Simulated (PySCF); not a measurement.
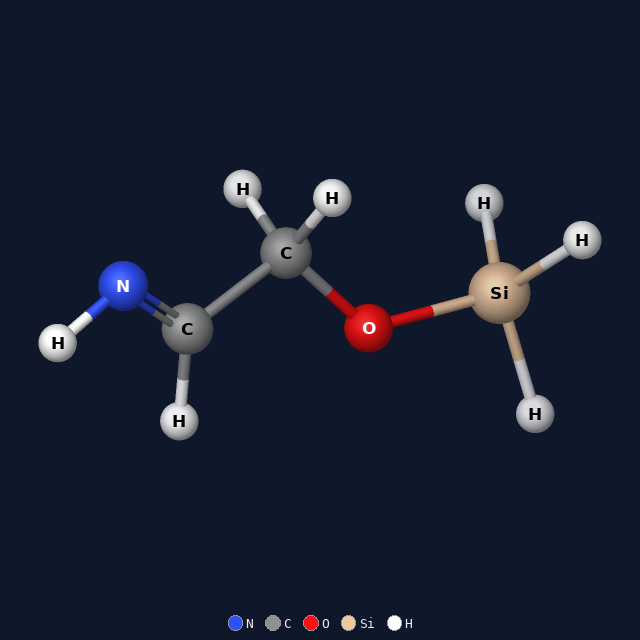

The geometry was computed by an optimisation with GFN2-xTB. No frequency run is at hand to confirm it as a minimum. Properties computed with CAM-B3LYP/def2-SVPD, gas phase (PySCF 2.14.0). Excitations: vertical, linear response.

Computed properties:

The species is C2H7NOSi (`[H]/N=C/CO[SiH3]`).
- dipole moment: 0.98 D
- HOMO energy (Kohn–Sham orbital): −9.09 eV
- LUMO energy (Kohn–Sham orbital): 0.75 eV
- HOMO–LUMO gap: 9.84 eV
- mean static polarisability: 62.4 bohr³
- lowest vertical singlet excitation: 5.22 eV
- its oscillator strength: 0.002
- brightest of the 8 lowest singlets: 7.40 eV
- its oscillator strength: 0.04

The geometry is semi-empirical. Around Si such bond lengths and angles can be off by a tenth of an ångström or more and by several degrees, and values that hang on the shape move with them.
